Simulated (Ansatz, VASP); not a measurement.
# CuI: VASP beside Ansatz

Aim: how closely do two programs agree when they are given the same cell, functional and k mesh? The cell is taken from a series of VASP runs on this material, whose earlier steps may have relaxed, scaled or displaced it; both programs get it as it stands. Other levels of theory on this material are compared in a session of their own. Valence electrons are named where the data sets of a main pair hold unlike numbers.

Main program and level: Ansatz 0.2.0; plane waves, with VASP 6.6.1 beside it; band structure at LDA, spin-orbit coupling and band structure at r2SCAN, spin-orbit coupling.

**1. The structure**

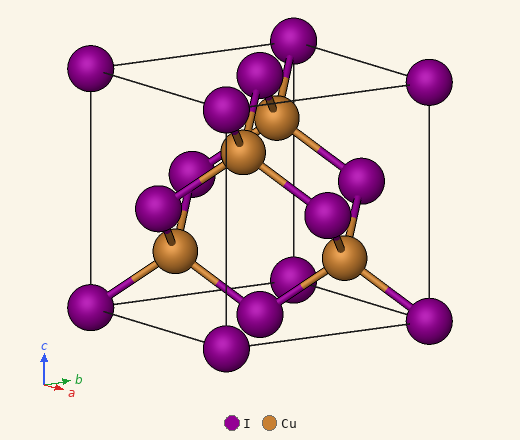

The cell as given, from a free direction (iodine purple, copper orange). This picture shows the conventional cell, with its axes. Bonds to atoms that aren't drawn are left out. Some periodic images of atoms are drawn too.

Coordinates:

```cif
data_structure
_symmetry_space_group_name_H-M 'F-43m'
_symmetry_Int_Tables_number 216
_cell_length_a 6.0320
_cell_length_b 6.0320
_cell_length_c 6.0320
_cell_angle_alpha 90.000
_cell_angle_beta 90.000
_cell_angle_gamma 90.000
_cell_volume 219.47
loop_
_atom_site_label
_atom_site_type_symbol
_atom_site_symmetry_multiplicity
_atom_site_Wyckoff_symbol
_atom_site_fract_x
_atom_site_fract_y
_atom_site_fract_z
_atom_site_occupancy
I1 I 4 a 0.00000 0.00000 0.00000 1
Cu1 Cu 4 c 0.25000 0.25000 0.25000 1
```

**2. VASP: band structure, LDA, spin-orbit coupling**

Levels along a path test the potential and the projectors away from the mesh points.

Lines of VASP's logs that name or quote its potential files are left out, and so is its time.

INCAR reads:

```
SYSTEM = CuI
PREC = Accurate
ENCUT = 350
EDIFF = 1E-06
NELM = 100
ISMEAR = 0
SIGMA = 0.03
LREAL = .FALSE.
ALGO = Normal
GGA = CA
LNONCOLLINEAR = .TRUE.
MAGMOM = 0 0 0 0 0 0
NBANDS = 30
GGA_COMPAT = .FALSE.
LASPH = .TRUE.
LSORBIT = .TRUE.
LMAXMIX = 4
LORBIT = 11
LWAVE = .FALSE.
LCHARG = .FALSE.
KPAR = 4
```

POSCAR reads:

```
CuI
1.0
    0.0000000000      3.0160000000      3.0160000000
    3.0160000000      0.0000000000      3.0160000000
    3.0160000000      3.0160000000      0.0000000000
I Cu
1 1
Direct
    0.0000000000      0.0000000000      0.0000000000
    0.7500000000      0.7500000000      0.7500000000
```

KPOINTS reads:

```
Automatic mesh
0
Gamma
6 6 6
0 0 0
```

KPOINTS_OPT reads:

```
Line mode
10
Line-mode
Reciprocal
  0.00000000   0.00000000   0.00000000 GAMMA
  0.50000000   0.00000000   0.50000000 X

  0.50000000   0.00000000   0.50000000 X
  0.50000000   0.25000000   0.75000000 W

  0.50000000   0.25000000   0.75000000 W
  0.37500000   0.37500000   0.75000000 K

  0.37500000   0.37500000   0.75000000 K
  0.00000000   0.00000000   0.00000000 GAMMA

  0.00000000   0.00000000   0.00000000 GAMMA
  0.50000000   0.50000000   0.50000000 L

  0.50000000   0.50000000   0.50000000 L
  0.62500000   0.25000000   0.62500000 U

  0.62500000   0.25000000   0.62500000 U
  0.50000000   0.25000000   0.75000000 W

  0.50000000   0.25000000   0.75000000 W
  0.50000000   0.50000000   0.50000000 L

  0.50000000   0.50000000   0.50000000 L
  0.37500000   0.37500000   0.75000000 K

  0.62500000   0.25000000   0.62500000 U
  0.50000000   0.00000000   0.50000000 X
```

The projector-augmented-wave data sets are I and Cu (LDA family, release 64).

Launch:

```bash
$ mpirun -np 4 vasp_ncl
```

Numbers of over 12 decimals in the logs are rounded to 6 here.

Log:

```text
[banner, memory and clock lines left out]
running    4 mpi-ranks, on    1 nodes
 distrk:  each k-point on    1 cores,    4 groups
 distr:  one band on    1 cores,    1 groups

 POSCAR found type information on POSCAR I Cu
 POSCAR found :  2 types and       2 ions
 LDA part: xc-table for (Slater(with rela. corr.)+CA(PZ))
 , standard interpolation
 POSCAR, INCAR and KPOINTS ok, starting setup
 FFT: planning ... GRIDC
 FFT: planning ... GRID_SOFT
 FFT: planning ... GRID
 WAVECAR not read
 entering main loop
       N       E                     dE             d eps       ncg     rms          rms(c)
DAV:   1     0.118006826740E+03    0.11801E+03   -0.55801E+03  1320   0.958E+02
DAV:   2     0.335800302848E+01   -0.11465E+03   -0.10585E+03  1368   0.245E+02
DAV:   3    -0.685491281695E+01   -0.10213E+02   -0.99467E+01  1716   0.917E+01
DAV:   4    -0.732981447468E+01   -0.47490E+00   -0.47406E+00  1810   0.188E+01
DAV:   5    -0.734812447865E+01   -0.18310E-01   -0.18308E-01  1904   0.345E+00    0.678E+00
DAV:   6    -0.725208833619E+01    0.96036E-01   -0.32375E+00  1590   0.515E+01    0.423E+00
DAV:   7    -0.708292071918E+01    0.16917E+00   -0.80660E-01  1616   0.319E+01    0.241E+00
DAV:   8    -0.708414062932E+01   -0.12199E-02   -0.68759E-02  2154   0.438E+00    0.107E+00
DAV:   9    -0.707945457059E+01    0.46861E-02   -0.10218E-02  1796   0.300E+00    0.392E-01
DAV:  10    -0.707876309036E+01    0.69148E-03   -0.16851E-03  2100   0.967E-01    0.292E-01
DAV:  11    -0.707864879477E+01    0.11430E-03   -0.44855E-04  2116   0.352E-01    0.886E-02
DAV:  12    -0.707858613019E+01    0.62665E-04   -0.40027E-04  1634   0.682E-01    0.276E-02
DAV:  13    -0.707858578683E+01    0.34336E-06   -0.56429E-05  2094   0.141E-01    0.398E-02
DAV:  14    -0.707858505324E+01    0.73359E-06   -0.13958E-06  1484   0.150E-02
   1 F= -.70785851E+01 E0= -.70785851E+01  d E =-.115765E-14  mag=    -0.0000     0.0000    -0.0000
 Start KPOINTS_OPT (optional k-point list driver)
k-point batch [1-22\100]
       N       E                     dE             ncg
DAV:   1     0.296517615923E+04   -0.50355E+04     1320
DAV:   2     0.452994715897E+03   -0.25122E+04     1344
DAV:   3     0.215929786059E+03   -0.23706E+03     1712
DAV:   4     0.204885691507E+03   -0.11044E+02     1864
DAV:   5     0.204456841487E+03   -0.42885E+00     1952
DAV:   6     0.204450451750E+03   -0.63897E-02     1826
DAV:   7     0.204450341790E+03   -0.10996E-03     1906
DAV:   8     0.204450339920E+03   -0.18697E-05     1546
DAV:   9     0.204450339837E+03   -0.83538E-07     1072
[...]
k-point batch [89-100\100]
       N       E                     dE             ncg
DAV:   1     0.565796512166E+04   -0.43865E+04      720
DAV:   2     0.431236177609E+04   -0.13456E+04      750
DAV:   3     0.419298884308E+04   -0.11937E+03      920
DAV:   4     0.418755862857E+04   -0.54302E+01     1054
DAV:   5     0.418743163436E+04   -0.12699E+00      982
DAV:   6     0.418742795663E+04   -0.36777E-02     1070
DAV:   7     0.418742791704E+04   -0.39582E-04      968
DAV:   8     0.418742791588E+04   -0.11653E-05      874
DAV:   9     0.418742791583E+04   -0.48527E-07      588
```

From OUTCAR (step 2):

```text
ion  position               nearest neighbor table
   1  0.000  0.000  0.000-   2 2.61   2 2.61   2 2.61   2 2.61
   2  0.750  0.750  0.750-   1 2.61   1 2.61   1 2.61   1 2.61

  LATTYP: Found a face centered cubic cell.
 ALAT       =     6.0320000000

 Subroutine GETGRP returns: Found 24 space group operations
 (whereof 24 operations were pure point group operations)

The static configuration has the point symmetry T_d .

 Found     22 irreducible k-points:

   k-points           NKPTS =     22   k-points in BZ     NKDIM =     22   number of bands    NBANDS=     30

   dimension x,y,z NGX =    28 NGY =   28 NGZ =   28
   dimension x,y,z NGXF=    56 NGYF=   56 NGZF=   56

   ENCUT  =  350.0 eV  25.72 Ry    5.07 a.u.   6.51  6.51  6.51*2*pi/ulx,y,z

   NELECT =      18.0000    total number of electrons

 k-points in reciprocal lattice and weights: Automatic mesh
   0.00000000  0.00000000  0.00000000       0.005
   0.16666667  0.00000000  0.00000000       0.019
  -0.16666667  0.00000000  0.00000000       0.019
   0.33333333  0.00000000  0.00000000       0.019
  -0.33333333  0.00000000  0.00000000       0.019
   0.50000000  0.00000000  0.00000000       0.019
   0.16666667  0.16666667  0.00000000       0.028
   0.33333333  0.16666667  0.00000000       0.056
  -0.33333333 -0.16666667  0.00000000       0.056
[...]
-0.33333333  0.33333333  0.16666667       0.111
  -0.33333333  0.50000000  0.16666667       0.056

 average (electrostatic) potential at core
       1 -92.8629       2 -66.7135

 E-fermi :   4.6672

 k-point     1 :       0.0000    0.0000    0.0000
  band No.  band energies     occupation
    ...
     14       4.0512      1.00000
     15       4.5153      1.00000
     16       4.5153      1.00000
     17       4.5153      1.00000
     18       4.5153      1.00000
     19       5.3735      0.00000
     20       5.3735      0.00000
     21       9.1363      0.00000
     22       9.1363      0.00000
     23       9.2077      0.00000
    ...

 k-point     2 :       0.1667    0.0000    0.0000
  band No.  band energies     occupation
    ...
     14       3.4019      1.00000
     15       4.0218      1.00000
     16       4.0218      1.00000
     17       4.2605      1.00000
     18       4.3104      1.00000
     19       6.3534      0.00000
     20       6.3534      0.00000
     21       9.1613      0.00000
     22       9.1613      0.00000
     23       9.5110      0.00000
    ...

 k-point     3 :      -0.1667    0.0000    0.0000
  band No.  band energies     occupation
    ...
     14       3.4019      1.00000
     15       4.0218      1.00000
     16       4.0218      1.00000
     17       4.2605      1.00000
     18       4.3104      1.00000
     19       6.3534      0.00000
     20       6.3534      0.00000
     21       9.1613      0.00000
     22       9.1613      0.00000
     23       9.5110      0.00000
    ...

  Total       -1.2463953     -1.2463953     -1.2463953      0.0000000     -0.0000000      0.0000000
  in kB      -36.3950539    -36.3950539    -36.3950539      0.0000000     -0.0000000      0.0000000
  external PRESSURE =     -36.3950539 kB  Pullay stress =       0.0000000 kB

  energy-cutoff  :      350.00
  volume of cell :       54.87
      direct lattice vectors                 reciprocal lattice vectors
     0.000000000  3.016000000  3.016000000    -0.165782493  0.165782493  0.165782493
     3.016000000  0.000000000  3.016000000     0.165782493 -0.165782493  0.165782493
     3.016000000  3.016000000  0.000000000     0.165782493  0.165782493 -0.165782493

 POSITION                                       TOTAL-FORCE (eV/Angst)
 -----------------------------------------------------------------------------------
      0.00000      0.00000      0.00000         0.000000      0.000000      0.000000
      4.52400      4.52400      4.52400        -0.000000     -0.000000     -0.000000
 -----------------------------------------------------------------------------------
    total drift:                               -0.000001     -0.000001     -0.000001

  FREE ENERGIE OF THE ION-ELECTRON SYSTEM (eV)
  ---------------------------------------------------
  free  energy   TOTEN  =        -7.0785850532 eV

  energy  without entropy=       -7.0785850532  energy(sigma->0) =       -7.07858505

 Spin-Orbit-Coupling matrix elements
 Ion:    1  E_soc:     -0.2659368
 Ion:    2  E_soc:     -0.0103202

 total charge
# of ion       s       p       d       tot
------------------------------------------
    1        1.497   2.751   0.054   4.302
    2        0.342   0.274   9.328   9.945
--------------------------------------------------
tot          1.839   3.025   9.382  14.247

 magnetization (x)
# of ion       s       p       d       tot
------------------------------------------
    1        0.000   0.000  -0.000   0.000
    2        0.000  -0.000   0.000   0.000
--------------------------------------------------
tot          0.000  -0.000   0.000   0.000

 magnetization (y)
# of ion       s       p       d       tot
------------------------------------------
    1        0.000   0.000   0.000   0.000
    2        0.000   0.000   0.000   0.000
--------------------------------------------------
tot          0.000   0.000   0.000   0.000

 magnetization (z)
# of ion       s       p       d       tot
------------------------------------------
    1        0.000   0.000  -0.000   0.000
    2        0.000  -0.000  -0.000  -0.000
--------------------------------------------------
tot          0.000   0.000  -0.000   0.000

[... 3 further parts left out ...]
```

The run ends at a pressure of -3.64 GPa.

**3. Ansatz: band structure, LDA, spin-orbit coupling**

Ansatz runs on its fully relativistic PAW (standard-fr) files.

The same cell, functional (in two slightly different forms), mesh and smearing now go to Ansatz, which takes its cutoff from its data sets.

input.yaml reads:

```yaml
crystal:
  lattice:
    - [0.0, 3.016, 3.016]
    - [3.016, 0.0, 3.016]
    - [3.016, 3.016, 0.0]
  atoms:
    - { symbol: I, position: [0.0, 0.0, 0.0] }
    - { symbol: Cu, position: [0.75, 0.75, 0.75] }
hamiltonian:
  xc: lda
  pseudopotentials: { kind: paw_fr }
magnetization:
  noncollinear: true
  spin_orbit: true
kpoints:
  mp_grid: { grid: [6, 6, 6] }
  band_path:
    path:
      - [0.0, 0.0, 0.0]
      - [0.16667, 0.0, 0.16667]
      - [0.33333, 0.0, 0.33333]
      - [0.5, 0.0, 0.5]
      - [0.5, 0.08333, 0.58333]
      - [0.5, 0.19444, 0.69444]
      - [0.5, 0.25, 0.75]
      - [0.45833, 0.29167, 0.75]
      - [0.40278, 0.34722, 0.75]
      - [0.375, 0.375, 0.75]
      - [0.20833, 0.20833, 0.41667]
      - [0.08333, 0.08333, 0.16667]
      - [0.0, 0.0, 0.0]
      - [0.22222, 0.22222, 0.22222]
      - [0.38889, 0.38889, 0.38889]
      - [0.51389, 0.47222, 0.51389]
      - [0.55556, 0.38889, 0.55556]
      - [0.61111, 0.27778, 0.61111]
      - [0.61111, 0.25, 0.63889]
      - [0.56944, 0.25, 0.68056]
      - [0.51389, 0.25, 0.73611]
      - [0.5, 0.27778, 0.72222]
      - [0.5, 0.38889, 0.61111]
      - [0.5, 0.47222, 0.52778]
      - [0.48611, 0.48611, 0.52778]
      - [0.43056, 0.43056, 0.63889]
      - [0.38889, 0.38889, 0.72222]
      - [0.59722, 0.19444, 0.59722]
      - [0.55556, 0.11111, 0.55556]
      - [0.5, 0.0, 0.5]
    npoints: 1
scf:
  occupations: { method: gaussian, width: 0.03 }
  n_extra_bands: 14
output:
  forces: true
  stress: true
  eigenvalues: true
```

Launch:

```bash
$ ansatz run input.yaml --threads 2 --pin off --max-ram 4608MiB --backend cpu --events-out ev --progress --plain --runs-dir out
```

Log:

```text
scf.n_extra_bands = 14 over 36 filled bands (N_el = 36.0): the run solves 50 bands
Engine: ansatz 0.2.0, x86_64-unknown-linux-gnu
Pseudopotentials: kind: paw_fr
Pseudopotential: I, paw_fr, valence charge 17, recommended cutoff 420 eV (normal), I.paw.azcp#standard-fr
Pseudopotential: Cu, paw_fr, valence charge 19, recommended cutoff 420 eV (normal), Cu.paw.azcp#standard-fr
Functional definition: SPW92
  exchange = slater_x
  correlation = pw_c
non-collinear run that drives no moment, with spin-orbit: no starting moment large enough to seed its density (crystal.atoms[].spin), no starting occupations that ask for one, no magnetisation constraint and no magnetic field, so the semilocal B_xc is pinned to zero
Crystal: 2 atoms, lattice volume = 54.869 Å³
Basis set: ecut = 420 eV, 1067 PW (Γ)
Bands: 50, of which v1, the nominal top of the filled ones, is band 36 counted from 1 (35 counted from 0)
Symmetry: 24 space group operations + 24 with time reversal
Magnetic group: BNS 216.75 (UNI 1577), of the structure as read, at distance tolerance 3.8e-5 Å
k-points: 16 of 216 (time reversal used)
Projection manifold: j_resolved (fully-relativistic pseudo-atomic orbitals)
Non-local potential: I, projectors of the file, l = 0: 2, l = 1: 4, l = 2: 4, l = 3: 4
Non-local potential: Cu, projectors of the file, l = 0: 3, l = 1: 4, l = 2: 6, l = 3: 2
PAW form: soft (Blöchl's): semilocal exchange-correlation on the pseudo side does not see the compensation charge
PAW frozen core: I, regenerated for the run's functional, and the local potential with it (the file was generated under x = pbe(κ = 0.804, μ = 0.219515), c = pbe(β = 0.066725))
PAW frozen core: Cu, regenerated for the run's functional, and the local potential with it (the file was generated under x = pbe(κ = 0.804, μ = 0.219515), c = pbe(β = 0.066725))
PAW one-centre angular grid: I, 590 points (default); XC on 64 Gauss nodes
PAW one-centre angular grid: Cu, 590 points (default); XC on 64 Gauss nodes
Initial density: superposition of atomic densities (chi_scale 0.1, normalization cell, long waves kept (reshape's long-wave potential 0.00 eV rms))
Initial wavefunctions: pseudopotential atomic-orbital guess
Functional: x = slater, c = lda
SCF iter   1: F=—  HF=-13915.909477 eV  |F-HF|=—  |Δ(HF+E_count)|=         —  Δρ=6.90e-2  dr2=3.05e0  dr2_m=0.00e0 (ungated)  ethr=3.10e-3  |M|=0.00e0 ∫|m|=0.00e0 μB  |m|>n=0.0e0 m-floor=0.0e0 τ_xc=0.0e0  β_m=0.30  ⟨swp⟩=9.9  Hψ=4564  notcnv=0  defer=23
preconditioner: auto → none  [insulator: Δε(μ)=1.060 eV  Ē_g=12.240 eV  σ=0.030 eV  W_gap=1.00  n_scr=14 (ndim 8)  ℏωp=21.3 eV  f_vac=0.143  D(μ)=0.00/eV (n_scr^D=0)  ε∞_Penn≈4.0]
SCF iter   2: F=—  HF=-13915.103607 eV  |F-HF|=—  |Δ(HF+E_count)|=   8.06e-1  Δρ=3.97e-2  dr2=4.46e-1  dr2_m=0.00e0 (ungated)  ethr=3.10e-3  |M|=0.00e0 ∫|m|=0.00e0 μB  |m|>n=0.0e0 m-floor=0.0e0 τ_xc=0.0e0  β_m=0.28  ⟨swp⟩=4.1  Hψ=1700  notcnv=0  defer=126
SCF iter   3: F=—  HF=-13914.991347 eV  |F-HF|=—  |Δ(HF+E_count)|=   1.12e-1  Δρ=1.07e-2  dr2=9.09e-2  dr2_m=0.00e0 (ungated)  ethr=1.24e-3  |M|=0.00e0 ∫|m|=0.00e0 μB  |m|>n=0.0e0 m-floor=0.0e0 τ_xc=0.0e0  β_m=0.35  ⟨swp⟩=2.0  Hψ=1235  notcnv=0  defer=126
SCF iter   4: F=—  HF=-13914.983980 eV  |F-HF|=—  |Δ(HF+E_count)|=   7.37e-3  Δρ=8.28e-3  dr2=1.83e-2  dr2_m=0.00e0 (ungated)  ethr=2.53e-4  |M|=0.00e0 ∫|m|=0.00e0 μB  |m|>n=0.0e0 m-floor=0.0e0 τ_xc=0.0e0  β_m=0.66  ⟨swp⟩=3.0  Hψ=1152  notcnv=0  defer=126
SCF iter   5: F=—  HF=-13914.996142 eV  |F-HF|=—  |Δ(HF+E_count)|=   1.22e-2  Δρ=1.37e-3  dr2=8.39e-4  dr2_m=0.00e0 (ungated)  ethr=5.09e-5  |M|=0.00e0 ∫|m|=0.00e0 μB  |m|>n=0.0e0 m-floor=0.0e0 τ_xc=0.0e0  β_m=0.62  ⟨swp⟩=2.0  Hψ=1314  notcnv=0  defer=126
SCF iter   6: F=—  HF=-13914.996088 eV  |F-HF|=—  |Δ(HF+E_count)|=   5.41e-5  Δρ=1.02e-3  dr2=5.21e-4  dr2_m=0.00e0 (ungated)  ethr=2.33e-6  |M|=0.00e0 ∫|m|=0.00e0 μB  |m|>n=0.0e0 m-floor=0.0e0 τ_xc=0.0e0  β_m=0.79  ⟨swp⟩=2.0  Hψ=1306  notcnv=0  defer=126
SCF iter   7: F=—  HF=-13914.995975 eV  |F-HF|=—  |Δ(HF+E_count)|=   1.13e-4  Δρ=8.62e-5  dr2=2.08e-6  dr2_m=0.00e0 (ungated)  ethr=1.45e-6  |M|=0.00e0 ∫|m|=0.00e0 μB  |m|>n=0.0e0 m-floor=0.0e0 τ_xc=0.0e0  β_m=0.79  ⟨swp⟩=2.0  Hψ=840  notcnv=0  defer=126
SCF iter   8: F=—  HF=-13914.995975 eV  |F-HF|=—  |Δ(HF+E_count)|=   1.18e-7  Δρ=5.02e-5  dr2=1.12e-6  dr2_m=0.00e0 (ungated)  ethr=5.78e-9  |M|=0.00e0 ∫|m|=0.00e0 μB  |m|>n=0.0e0 m-floor=0.0e0 τ_xc=0.0e0  β_m=0.70  ⟨swp⟩=2.4  Hψ=1030  notcnv=0  defer=126
SCF iter   9: F=-13914.995975 eV  HF=-13914.995975 eV  |F-HF|=4.27e-9  |Δ(HF+E_count)|=   2.44e-7  Δρ=3.22e-6  dr2=4.77e-9  dr2_m=0.00e0 (ungated)  ethr=2.78e-10  |M|=0.00e0 ∫|m|=0.00e0 μB  |m|>n=0.0e0 m-floor=0.0e0 τ_xc=0.0e0  ⟨swp⟩=12.6  Hψ=4486  notcnv=0
SCF 1 converged in 9 iterations: F = -13914.995975 eV  dr2 = 4.77e-9
  greatest PAW one-centre occupation: 1.000 electrons in one spin orbital (limit 2), on the Cu atom at site 1 (counted from 0), in its partial waves of l = 0
NSCF: frozen V_eff on 30 k-points
SCF converged after 9 iterations
Magnetization: |M| = 0.0000 μB,  M = (+0.0000, +0.0000, +0.0000) μB
Absolute magnetization: 0.0000 μB (∫|m|)
  site 0: m = (+0.0000, +0.0000, +0.0000) μB, |m| = 0.0000 μB  (R = 1.08 Å)
  site 1: m = (+0.0000, +0.0000, +0.0000) μB, |m| = 0.0000 μB  (R = 1.08 Å)
Free energy (F): -13914.995975 eV
Harris-Foulkes:  -13914.995975 eV  (|F-HF|=4.27e-9)
Internal energy: -13914.995975 eV  (E = F + TS)
E sigma→0 (E₀):  -13914.995975 eV
Fermi energy:    8.580292 eV
--- Per-component energies (eV) ---
  E_band       = -870.030643
  E_kinetic    = 491.348914
  E_local      = -7594.472526  (includes V_loc(G=0)·N_el)
  E_nonlocal   = 322.271931
  E_hartree    = 3523.384905
  E_xc         = -214.370348
  E_vxc        = -241.543710  (∫ρ·V_xc dr)
  E_paw        = -6268.918981  (= ΣΔE_a)
  E_vpaw       = -894.408802  (= ΣTr[D̂ρ^β])
  E_aug_tail   = 0.000236  (compensation charges beyond the density's cutoff)
  E_ewald      = -4175.480603
  E_core_change = 1.240498  (= ΣΔE_core)
  E_smearing   = -0.000000  (= −TS)
  E_closure    = 0.000000  (closes the sum)
  Σ components = -13914.995975   (vs F -13914.995975, Δ=0.00e0)
--- Forces (eV/Å), atoms counted from 1 ---
  atom   1  I     -0.00000000     0.00000000     0.00000000
  atom   2  Cu     0.00000000    -0.00000000    -0.00000000
  max |Σ_I F_I| component: 1.62e-17 eV/Å
--- Stress (GPa, compression-positive) ---
       -3.806165      -0.000000      -0.000000
        0.000000      -3.806165       0.000000
        0.000000       0.000000      -3.806165
  P = ⅓ Tr σ = -3.8062 GPa (-38.062 kbar)
--- Band table (eV; the first three rows and the last of 16) ---
  k-point 0: bands = [... 32 lower, 8.1770, 8.1770, 8.1770, 8.1770, 8.9828, 8.9828, 12.8009, 12.8009, ... 10 higher]
  k-point 1: bands = [... 32 lower, 7.6746, 7.6746, 7.9221, 7.9722, 9.9702, 9.9702, 12.8190, 12.8190, ... 10 higher]
  k-point 2: bands = [... 32 lower, 7.3394, 7.3394, 7.5091, 7.5700, 10.1403, 10.1403, 13.4411, 13.4411, ... 10 higher]
  k-point 15: bands = [... 32 lower, 6.3159, 6.3320, 6.5945, 6.6782, 11.6537, 11.7712, 11.8606, 11.9900, ... 10 higher]
```

It took 7.9 s on 2 threads of Intel Xeon Platinum 8488C (Sapphire Rapids), shared host; peak memory 0.56 GiB; 15 s of CPU time.

(Part 1 of 2 ends here.)

[Lines on the potential files, build, host, timing and source positions are cut from VASP's logs without a mark.]

[Logs are printed without paths, hosts, clocks, repeated set-up lines and the standing remarks that a program may print on its own settings, such as how far it seeks lower states.]

[Hosts, paths, dates, database ids (printed as entryN), source tags and the programs' standing remarks are cut or masked in the printed files.]
